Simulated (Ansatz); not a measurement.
**GaPNH+ (quartet): from Hartree-Fock to the top rungs, cc-pVDZ**

How much of the correlation energy of GaPNH+ (quartet) does each wave-function method recover here?

Computed with Ansatz 0.2.0, Gaussian basis. Level: cc-pVDZ, core rule «outside noble gas», up to 20 orbitals frozen.

The runs, in order: UHF; CCSD(T) on ROHF; CCSD(T) on UHF; BCCD(T) on ROHF; CISD; CCSDT(Q) on ROHF; CCSDT(Q) on UHF.

29 further runs of the same task are left out: 7 for a known fault of the program, 10 that didn't finish, 12 set aside as unsound or not needed.

## (1) The geometry

The geometry is a PBE0/def2-TZVP stationary point (not a proven minimum) of the parent state, kept for this charge and spin. No spin-orbit coupling is included. The filled d shell of Ga may be among the frozen orbitals whatever the setting's name suggests; the logs give the count.

4 atoms, charge 1, spin multiplicity 4.

Atoms are counted from 1 here; the program's logs count them from 0.

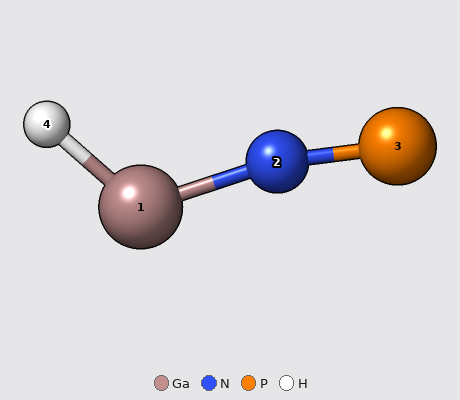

The geometry (gallium pink, nitrogen blue, phosphorus orange, hydrogen white); atoms are numbered from 1 in the order of the file.

Geometry (Å):

| atom | x (Å) | y (Å) | z (Å) |
| --- | --- | --- | --- |
| Ga1 | 0.00000 | -0.37992 | 1.05351 |
| N2 | -0.00005 | -0.19070 | -0.75714 |
| P3 | 0.00001 | -0.32619 | -2.28088 |
| H4 | 0.00004 | 0.89681 | 1.98451 |

In the tables R marks a restricted open-shell determinant and U an unrestricted one; energies count from the table's Hartree-Fock row.

## (2) UHF

Input file in.yaml:

```yaml
crystal:
  periodic: [false, false, false]
  atoms:
    - {symbol: Ga, position_ang: [0.000001, -0.379916, 1.053510]}
    - {symbol: N, position_ang: [-0.000047, -0.190704, -0.757137]}
    - {symbol: P, position_ang: [0.000010, -0.326191, -2.280879]}
    - {symbol: H, position_ang: [0.000037, 0.896811, 1.984506]}
basis:
  gaussian: {orbitals: cc-pVDZ}
total_charge: 1
magnetization: {spin_polarized: true, initial_magnetization: 3}
hamiltonian: {xc: hf}
output: {orbitals: {seedname: orbitals}}
```

Started as:

```sh
$ ansatz run in.yaml --threads 1 --pin off --events-out ev --progress --plain --max-ram 2393MiB
```

What it wrote:

```text
Functional definition: HF
  name "HF"
  cite "Fock, Z. Phys. 61, 126 (1930) doi:10.1007/BF01340294"
  parent pbe
  exchange = exact_x
  correlation = 0
694 factors; integrals over basis functions are off by at most 9.5e-4 eV
mean field evaluation 1: about -63078.0834 eV, gradient 4.3e1 eV
mean field evaluation 2: about -63078.0948 eV, gradient 4.3e1 eV
mean field evaluation 4: about -63089.4786 eV, gradient 5.3e0 eV
mean field evaluation 8: about -63090.7929 eV, gradient 1.2e0 eV
mean field evaluation 16: about -63091.8440 eV, gradient 9.3e-2 eV
mean field evaluation 32: about -63092.3534 eV, gradient 2.6e-5 eV
mean field evaluation 64: about -63092.2673 eV, gradient 3.2e0 eV
mean field evaluation 96: about -63092.3264 eV, gradient 4.8e-1 eV
mean field evaluation 128: about -63091.6548 eV, gradient 3.8e0 eV
mean field evaluation 160: about -63091.7868 eV, gradient 7.3e0 eV
mean field evaluation 192: about -63092.1324 eV, gradient 4.8e0 eV
mean field evaluation 224: about -63091.7811 eV, gradient 2.0e0 eV
mean field evaluation 256: about -63088.5596 eV, gradient 2.8e0 eV
mean field evaluation 288: about -63085.6095 eV, gradient 7.8e0 eV
mean field evaluation 320: about -63086.1147 eV, gradient 1.4e1 eV
mean field evaluation 352: about -63092.2715 eV, gradient 7.4e-2 eV
mean field evaluation 384: about -63090.7587 eV, gradient 2.3e-4 eV
mean field evaluation 416: about -63092.2642 eV, gradient 1.9e0 eV
mean field evaluation 448: about -63090.2976 eV, gradient 5.0e0 eV
mean field -63092.35344024 eV, -2318.6012233955 hartree, gradient 8.8e-6 eV, S^2 3.784216; 8 other end points of the search recorded, 0 dependent functions left out
reference -63092.35344024 eV, -2318.6012233955 hartree; 28, 25 occupied and 36, 39 virtual orbitals, 694 factors
Total energy: -63092.35344024 eV, -2318.6012233955 hartree
```

Wall time 14 s (1 thread of Arm Neoverse V2, shared host).

From the report: ⟨S²⟩ of the determinant 3.784 (pure quartet: 3.75).

## (3) CCSD(T) on ROHF

in.yaml, as its differences from that of step 2:

```diff
@@ -10,4 +10,4 @@
 total_charge: 1
-magnetization: {spin_polarized: true, initial_magnetization: 3}
-hamiltonian: {xc: hf}
-output: {orbitals: {seedname: orbitals}}
+magnetization: {spin_polarized: false, initial_magnetization: 3}
+correlation: {method: ccsd_t, electrons: outside_noble_gas}
+output: {forces: true}
```

The command is unchanged.

What it wrote (excerpt; [...] marks lines left out):

```text
Functional definition: HF
  name "HF"
  cite "Fock, Z. Phys. 61, 126 (1930) doi:10.1007/BF01340294"
  parent pbe
[...]
694 factors; integrals over basis functions are off by at most 9.5e-4 eV
[...]
mean field -63092.07113464 eV, -2318.5908488560 hartree, gradient 3.0e-6 eV, S^2 3.750000; 20 other end points of the search recorded, 0 dependent functions left out
[...]
determinant -63092.07113464 eV, -2318.5908488560 hartree, with singles and doubles -63099.95815719 eV, -2318.8806915888 hartree
determinant -63091.95101966 eV, -2318.5864347121 hartree, with singles and doubles -63099.73911064 eV, -2318.8726417767 hartree
determinant -63091.58972333 eV, -2318.5731573169 hartree, with singles and doubles -63099.51277062 eV, -2318.8643239345 hartree
determinant -63091.17505105 eV, -2318.5579183917 hartree, with singles and doubles -63098.94285515 eV, -2318.8433799273 hartree
[...]
reference -63092.07113464 eV, -2318.5908488560 hartree; 8, 5 occupied and 36, 39 virtual orbitals, 694 factors
second order -6.65789958 eV of doubles, -0.16186358 eV of singles
cycle   1  -7.89607317 eV  change    9.6e-6 eV  update   4.5e-6
[...]
cycle   8  -7.89606658 eV  change    2.3e-9 eV  update   1.6e-8
perturbative correction -0.29283060 eV, -0.0107613261 hartree
[...]
Total energy: -63100.26003181 eV, -2318.8917852767 hartree
Atom 0 at     0.000001    -0.379916     1.053510 Å, force     0.000081    -0.522277     3.835989 eV/Å
Atom 1 at    -0.000047    -0.190704    -0.757137 Å, force    -0.000341     1.155040     4.289207 eV/Å
Atom 2 at     0.000010    -0.326191    -2.280879 Å, force     0.000268    -0.686649    -8.021609 eV/Å
Atom 3 at     0.000037     0.896811     1.984506 Å, force    -0.000007     0.053886    -0.103588 eV/Å
Dipole moment:    -0.000004    -0.025589    -0.511036 e Å
```

Wall time 61 s (1 thread of Arm Neoverse V2, shared host).

From the report: correlation -8.1889 eV; T1 0.033; largest double amplitude 0.11.

## (4) CCSD(T) on UHF

in.yaml, as its differences from that of step 3:

```diff
@@ -10,3 +10,3 @@
 total_charge: 1
-magnetization: {spin_polarized: false, initial_magnetization: 3}
+magnetization: {spin_polarized: true, initial_magnetization: 3}
 correlation: {method: ccsd_t, electrons: outside_noble_gas}
```

Same command.

What it wrote (excerpt; [...] marks lines left out):

```text
Functional definition: HF
  name "HF"
  cite "Fock, Z. Phys. 61, 126 (1930) doi:10.1007/BF01340294"
  parent pbe
[...]
694 factors; integrals over basis functions are off by at most 9.5e-4 eV
[...]
mean field -63092.35344024 eV, -2318.6012233955 hartree, gradient 2.7e-6 eV, S^2 3.784216; 20 other end points of the search recorded, 0 dependent functions left out
determinant -63092.35344024 eV, -2318.6012233955 hartree, with singles and doubles -63099.96910714 eV, -2318.8810939922 hartree
determinant -63092.25826236 eV, -2318.5977256733 hartree, with singles and doubles -63099.74935413 eV, -2318.8730182181 hartree
determinant -63091.84460751 eV, -2318.5825241376 hartree, with singles and doubles -63099.52932064 eV, -2318.8649321364 hartree
determinant -63091.45710887 eV, -2318.5682838255 hartree, with singles and doubles -63098.95944230 eV, -2318.8439894935 hartree
[...]
reference -63092.35344024 eV, -2318.6012233955 hartree; 8, 5 occupied and 36, 39 virtual orbitals, 694 factors
second order -6.52147409 eV of doubles, -0.00000000 eV of singles
cycle   1  -7.62354295 eV  change    5.9e-6 eV  update   3.2e-6
[...]
cycle   9  -7.62353935 eV  change    1.1e-8 eV  update   1.5e-8
perturbative correction -0.28353917 eV, -0.0104198723 hartree
[...]
Total energy: -63100.26051876 eV, -2318.8918031715 hartree
Atom 0 at     0.000001    -0.379916     1.053510 Å, force     0.000081    -0.519537     3.828151 eV/Å
Atom 1 at    -0.000047    -0.190704    -0.757137 Å, force    -0.000338     1.156222     4.293967 eV/Å
Atom 2 at     0.000010    -0.326191    -2.280879 Å, force     0.000266    -0.687489    -8.015853 eV/Å
Atom 3 at     0.000037     0.896811     1.984506 Å, force    -0.000008     0.050805    -0.106264 eV/Å
Dipole moment:    -0.000004    -0.026578    -0.510953 e Å
```

Run time: 66 s. Hardware: 1 thread of Arm Neoverse V2, shared host.

From the report: ⟨S²⟩ of the determinant 3.784 (pure quartet: 3.75); correlation -7.9071 eV; T1 0.028; largest double amplitude 0.10.

## (5) BCCD(T) on ROHF

in.yaml, as its differences from that of step 4:

```diff
@@ -10,4 +10,3 @@
 total_charge: 1
-magnetization: {spin_polarized: true, initial_magnetization: 3}
-correlation: {method: ccsd_t, electrons: outside_noble_gas}
-output: {forces: true}
+magnetization: {spin_polarized: false, initial_magnetization: 3}
+correlation: {method: bccd_t, electrons: outside_noble_gas}
```

Same command.

What it wrote (excerpt; [...] marks lines left out):

```text
Functional definition: HF
  name "HF"
  cite "Fock, Z. Phys. 61, 126 (1930) doi:10.1007/BF01340294"
  parent pbe
[...]
694 factors; integrals over basis functions are off by at most 9.5e-4 eV
[...]
mean field -63092.07113464 eV, -2318.5908488560 hartree, gradient 3.0e-6 eV, S^2 3.750000; 20 other end points of the search recorded, 0 dependent functions left out
[...]
determinant -63092.07113464 eV, -2318.5908488560 hartree, with singles and doubles -63099.95815719 eV, -2318.8806915888 hartree
determinant -63091.95101966 eV, -2318.5864347121 hartree, with singles and doubles -63099.73911064 eV, -2318.8726417767 hartree
determinant -63091.58972333 eV, -2318.5731573169 hartree, with singles and doubles -63099.51277062 eV, -2318.8643239345 hartree
determinant -63091.17505105 eV, -2318.5579183917 hartree, with singles and doubles -63098.94285515 eV, -2318.8433799273 hartree
[...]
determinant -63092.07113464 eV, -2318.5908488560 hartree, with singles and doubles -63099.96721740 eV, -2318.8810245456 hartree
determinant -63091.95101966 eV, -2318.5864347121 hartree, with singles and doubles -63099.75786957 eV, -2318.8733311548 hartree
determinant -63091.58972333 eV, -2318.5731573169 hartree, with singles and doubles -63099.57413194 eV, -2318.8665789213 hartree
[...]
20 core orbitals not correlated, not the lowest: weight in the atoms' cores, before any rotation towards them, 0.761 or more for the frozen orbitals, at most 0.270 for the correlated occupied ones
reference -63092.07113464 eV, -2318.5908488560 hartree; 8, 5 occupied and 36, 39 virtual orbitals, 694 factors
second order -6.65789958 eV of doubles, -0.16186358 eV of singles
cycle   1  -7.88699704 eV  change    9.1e-3 eV  update   1.6e-2
[...]
cycle  14  -7.88321144 eV  change    5.2e-6 eV  update   4.3e-6
perturbative correction -0.30227967 eV, -0.0111085728 hartree
Total energy: -63100.25662575 eV, -2318.8916601060 hartree
```

Wall time 53 s (1 thread of Arm Neoverse V2, shared host).

From the report: correlation -8.1855 eV; largest double amplitude 0.10.

## (6) CISD

in.yaml, as its differences from that of step 5:

```diff
@@ -11,2 +11,2 @@
 magnetization: {spin_polarized: false, initial_magnetization: 3}
-correlation: {method: bccd_t, electrons: outside_noble_gas}
+correlation: {active_space: {ras: {orbitals: [5, 3, 36], electrons: 13, max_holes: 2, max_particles: 2}, fixed_orbitals: true}}
```

The command is unchanged.

What it wrote (excerpt; [...] marks lines left out):

```text
Functional definition: HF
  name "HF"
  cite "Fock, Z. Phys. 61, 126 (1930) doi:10.1007/BF01340294"
  parent pbe
[...]
694 factors; integrals over basis functions are off by at most 9.5e-4 eV
[...]
mean field -63092.07113464 eV, -2318.5908488560 hartree, gradient 3.0e-6 eV, S^2 3.750000; 12 other end points of the search recorded, 0 dependent functions left out
reference -63092.07113464 eV, -2318.5908488560 hartree; 28, 25 occupied and 36, 39 virtual orbitals, 694 factors
state -63098.72487008 eV, -2318.8353691237 hartree
Total energy: -63098.72487008 eV, -2318.8353691237 hartree
```

Run time: 29 s. Hardware: 1 thread of Arm Neoverse V2, shared host.

From the report: 428,374 determinants.

## (7) CCSDT(Q) on ROHF

in.yaml, as its differences from that of step 6:

```diff
@@ -11,2 +11,2 @@
 magnetization: {spin_polarized: false, initial_magnetization: 3}
-correlation: {active_space: {ras: {orbitals: [5, 3, 36], electrons: 13, max_holes: 2, max_particles: 2}, fixed_orbitals: true}}
+correlation: {method: ccsdt_q, electrons: outside_noble_gas}
```

Launched as before.

What it wrote (excerpt; [...] marks lines left out):

```text
Functional definition: HF
  name "HF"
  cite "Fock, Z. Phys. 61, 126 (1930) doi:10.1007/BF01340294"
  parent pbe
[...]
1244 factors; integrals over basis functions are off by at most 2.0e-7 eV
[...]
mean field -63092.07140931 eV, -2318.5908589502 hartree, gradient 1.8e-6 eV, S^2 3.750000; 20 other end points of the search recorded, 0 dependent functions left out
[...]
determinant -63092.07140931 eV, -2318.5908589502 hartree, with singles and doubles -63099.95845525 eV, -2318.8807025423 hartree
determinant -63091.95129167 eV, -2318.5864447084 hartree, with singles and doubles -63099.73940517 eV, -2318.8726526004 hartree
determinant -63091.59000773 eV, -2318.5731677682 hartree, with singles and doubles -63099.51307359 eV, -2318.8643350685 hartree
determinant -63091.17533264 eV, -2318.5579287399 hartree, with singles and doubles -63098.94315549 eV, -2318.8433909643 hartree
[...]
determinant -63092.07140931 eV, -2318.5908589502 hartree, with singles and doubles -63099.96751504 eV, -2318.8810354837 hartree
determinant -63091.95129167 eV, -2318.5864447084 hartree, with singles and doubles -63099.75816402 eV, -2318.8733419756 hartree
determinant -63091.59000773 eV, -2318.5731677682 hartree, with singles and doubles -63099.57443289 eV, -2318.8665899809 hartree
[...]
20 core orbitals not correlated, not the lowest: weight in the atoms' cores, before any rotation towards them, 0.761 or more for the frozen orbitals, at most 0.270 for the correlated occupied ones
reference -63092.07140931 eV, -2318.5908589502 hartree; 8, 5 occupied and 36, 39 virtual orbitals, 1244 factors
second order -6.65793874 eV of doubles, -0.16186375 eV of singles
cycle   1  -7.44205504 eV  change   -6.2e-1 eV  update   1.0e-1
[...]
cycle  39  -8.36546522 eV  change   -6.6e-7 eV  update   5.4e-7
perturbative correction -0.07466256 eV, -0.0027437984 hartree
WARN: these amplitudes may be one of several solutions (largest doubles amplitude 0.53, level shift 0.00 eV)
Total energy: -63100.51153709 eV, -2318.9010279252 hartree
```

Wall time 4.4 min (1 thread of Arm Neoverse V2, shared host); peak memory 0.98 GiB.

From the report: correlation -8.4401 eV; T1 0.035; largest double amplitude 0.53. The report flags that the cluster equations may have other roots.

## (8) CCSDT(Q) on UHF

in.yaml, as its differences from that of step 7:

```diff
@@ -10,3 +10,3 @@
 total_charge: 1
-magnetization: {spin_polarized: false, initial_magnetization: 3}
+magnetization: {spin_polarized: true, initial_magnetization: 3}
 correlation: {method: ccsdt_q, electrons: outside_noble_gas}
```

Same command.

What it wrote (excerpt; [...] marks lines left out):

```text
Functional definition: HF
  name "HF"
  cite "Fock, Z. Phys. 61, 126 (1930) doi:10.1007/BF01340294"
  parent pbe
[...]
1244 factors; integrals over basis functions are off by at most 2.0e-7 eV
[...]
mean field -63092.35371595 eV, -2318.6012335277 hartree, gradient 2.8e-6 eV, S^2 3.784217; 20 other end points of the search recorded, 0 dependent functions left out
determinant -63092.35371595 eV, -2318.6012335277 hartree, with singles and doubles -63099.96940535 eV, -2318.8811049511 hartree
determinant -63092.25853562 eV, -2318.5977357151 hartree, with singles and doubles -63099.74964929 eV, -2318.8730290648 hartree
determinant -63091.84489244 eV, -2318.5825346088 hartree, with singles and doubles -63099.52962420 eV, -2318.8649432921 hartree
determinant -63091.45739136 eV, -2318.5682942068 hartree, with singles and doubles -63098.95974235 eV, -2318.8440005202 hartree
[...]
determinant -63092.35371595 eV, -2318.6012335277 hartree, with singles and doubles -63099.97728738 eV, -2318.8813946105 hartree
determinant -63092.25853562 eV, -2318.5977357151 hartree, with singles and doubles -63099.76728904 eV, -2318.8736773137 hartree
determinant -63091.84489244 eV, -2318.5825346088 hartree, with singles and doubles -63099.58219974 eV, -2318.8668754075 hartree
20 core orbitals not correlated, not the lowest: weight in the atoms' cores, before any rotation towards them, 0.794 or more for the frozen orbitals, at most 0.241 for the correlated occupied ones
reference -63092.35371595 eV, -2318.6012335277 hartree; 8, 5 occupied and 36, 39 virtual orbitals, 1244 factors
second order -6.52151176 eV of doubles, -0.00000000 eV of singles
cycle   1  -7.14507869 eV  change   -6.2e-1 eV  update   1.0e-1
[...]
cycle  40  -8.08450554 eV  change   -1.2e-7 eV  update   3.6e-7
perturbative correction -0.07673572 eV, -0.0028199858 hartree
WARN: these amplitudes may be one of several solutions (largest doubles amplitude 0.51, level shift 0.00 eV)
Total energy: -63100.51495721 eV, -2318.9011536122 hartree
```

Wall time 4.3 min (1 thread of Arm Neoverse V2, shared host); peak memory 0.82 GiB.

From the report: ⟨S²⟩ of the determinant 3.784 (pure quartet: 3.75); correlation -8.1612 eV; T1 0.030; largest double amplitude 0.51. The report flags that the cluster equations may have other roots.

## (9) All levels against the top one

No level here is safe as a reference; RCCSDT(Q) serves as a yardstick only. Rows without a time come out of other runs: HF, MP2 and CCSD of CCSD(T), CCSDT of CCSDT(Q). The times of RCCSD(T), UCCSD(T) include forces.

| method | energy from the lowest RHF (kcal/mol) | from RCCSDT(Q) (kcal/mol) | time |
| --- | --- | --- | --- |
| RHF | 0.00 | +194.64 |  |
| UHF | -6.51 | +188.13 |  |
| RMP2 | -157.27 | +37.37 |  |
| UMP2 | -156.90 | +37.74 |  |
| RCCSD | -182.09 | +12.55 |  |
| UCCSD | -182.31 | +12.33 |  |
| RCCSD(T) | -188.84 | +5.80 | 61 s |
| UCCSD(T) | -188.85 | +5.79 | 66 s |
| BCCD(T) | -188.76 | +5.88 | 53 s |
| RCCSDT | -192.92 | +1.72 |  |
| UCCSDT | -192.95 | +1.69 |  |
| RCCSDT(Q) | -194.64 | 0 | 4.4 min |
| UCCSDT(Q) | -194.72 | -0.08 | 4.3 min |

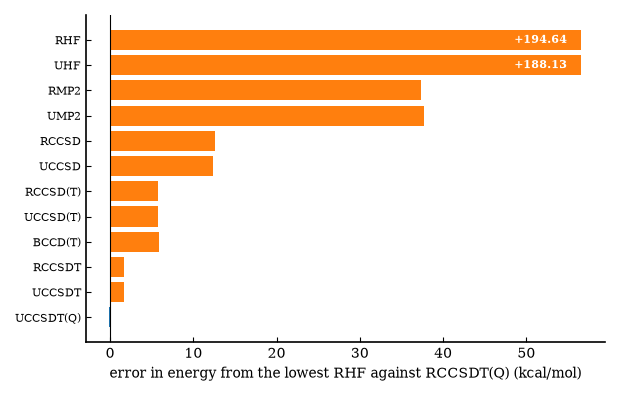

How far each level lands from RCCSDT(Q). Bars with a number in them are cut short.

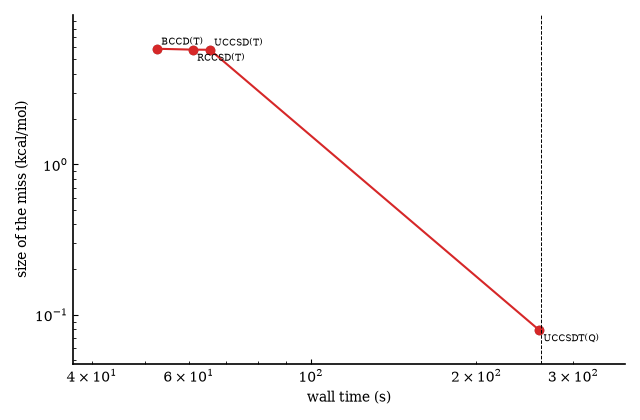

Accuracy for the time spent; red marks the levels that beat every quicker one drawn (of those quicker than the yardstick), and the dashed line is the time of RCCSDT(Q). Times are from a shared host.

Not comparable, so not listed: CISD (they don't share determinant, frozen orbitals or solution with the rows shown, or repeat one).

The program flags RCCSDT(Q), UCCSDT(Q) as in doubt (see the logs), so the zero of the table is itself unsure.

## (10) Outcome

```
                      quantity            value
RCCSDT(Q) below the RHF energy       -8.4404 eV
           RMP2 from RCCSDT(Q)  +37.37 kcal/mol
           UMP2 from RCCSDT(Q)  +37.74 kcal/mol
          RCCSD from RCCSDT(Q)  +12.55 kcal/mol
       RCCSD(T) from RCCSDT(Q)   +5.80 kcal/mol
       UCCSD(T) from RCCSDT(Q)   +5.79 kcal/mol
      UCCSDT(Q) from RCCSDT(Q)   -0.08 kcal/mol
                 T1 diagnostic            0.033
```

RCCSD(T) misses by +5.80 kcal/mol, 3.0 % of the correlation energy.
